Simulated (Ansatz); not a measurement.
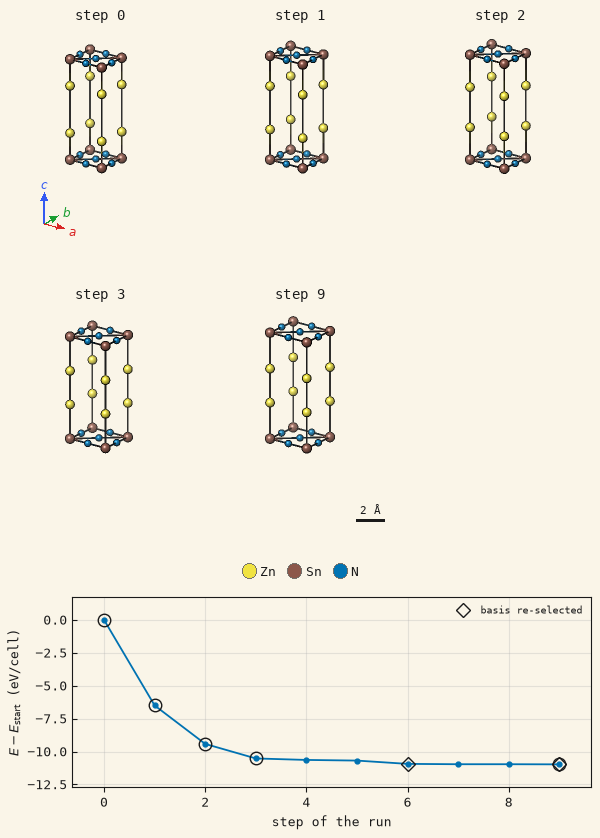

Frames of a relaxation of a crystal of Zn2SnN3 (a generated structure, set up in P6/mmm) (coarse preliminary run), marked on the history of the run. Style: ball-and-stick. Shown: the cell of the calculation, slightly off an axis.

Theory: Ansatz, DFT PBE, scalar-relativistic, plane waves, PAW. Settings: plane-wave cutoff 420 eV; k-point mesh 6 × 6 × 2; occupations gaussian; smearing width 0.1 eV; no spin polarisation; cell and atoms relaxed; force threshold 0.04 eV/Å; at most 70 steps.

Q: What happens along the run?

A: The largest moves relative to the cell, 0.59 Å, are those of Zn atoms. N and Sn stay in place. The volume changes by +41.8 %, with a = b 3.825 → 4.435 Å (+15.9 %), c 7.531 → 7.946 Å (+5.5 %). Near-neighbour distances that change, for instance: Sn–Zn 1.997 → 2.699 Å, N–Sn 1.913 → 2.217 Å, N–N 1.913 → 2.217 Å. Bonds break: Sn–Zn (2.00 → 2.70 Å). The space group stays P6/mmm (No. 191). After 7 accepted moves (9 points after the start) the energy has fallen by 10.974 eV per cell of the calculation. The largest force component goes from 13 to 0.0016 eV/Å. Pressure: 72.47 GPa at the start and 0.09 GPa at the end. At 2 points the geometry stayed and the basis and grid were re-selected for the new cell (energy shift of 0.251 eV per cell of the calculation at most each time). Cost: 93 s on 1 thread of Intel(R) Xeon(R) Processor @ 2.50GHz (Skylake/Cascade Lake), with other jobs on the host, peak memory 0.44 GiB. From step 0 to 1: Zn atoms move most (0.20 Å), volume +10.1 %, energy −6.502 eV per cell of the calculation. From step 1 to 2: Zn atoms move most (0.14 Å), volume +10.9 %, energy −2.921 eV per cell of the calculation. From step 2 to 3: Zn atoms move most (0.20 Å), volume +4.2 %, energy −1.103 eV per cell of the calculation. From step 3 to 9: Zn atoms move most (0.04 Å), volume +11.4 %, energy −0.448 eV per cell of the calculation.

Limits of the set-up: the k-point mesh is coarse for a cell with partly filled bands; layers or molecules are held without a dispersion correction, so their spacing is unreliable.
